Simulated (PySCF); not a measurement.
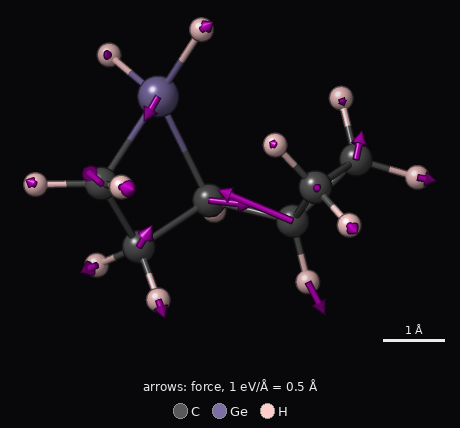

Starting geometry of C6H12Ge with the computed forces as purple arrows. Style: ball-and-stick. Shown face on.

The start comes from GFN2-xTB. Its atoms were then displaced at random by about 0.01 Å.

Theory: PySCF 2.14.0, density-fitted response routines, PBE0-D3(BJ)/def2-SVP geometry optimisation, gas phase. 

Q: Is this structure relaxed? If not, where do the atoms go?

A: It isn't relaxed: the largest force vector, on a C atom, is 2.75 eV/Å. The final displacements follow the starting forces only in part (cosine between the two patterns 0.35). The largest moves after the best rigid fit, 0.093 Å, are those of H atoms. By element the largest moves are H 0.093 Å, Ge 0.059 Å, C 0.050 Å. Near-neighbour distances that change, for instance: C–C 1.552 → 1.507 Å, C–H 1.064 → 1.098 Å, C–C 1.466 → 1.499 Å, C–Ge 2.004 → 1.974 Å. Bond angles that change, for instance: C–C–H 120.2° → 114.7°, C–C–H 119.1° → 114.1°, C–C–C 119.3° → 123.3°. The energy falls by 19.7 kJ/mol in 5 geometry steps. Cost: 110 s on 1 thread of Arm Neoverse V2, with other jobs on the host.
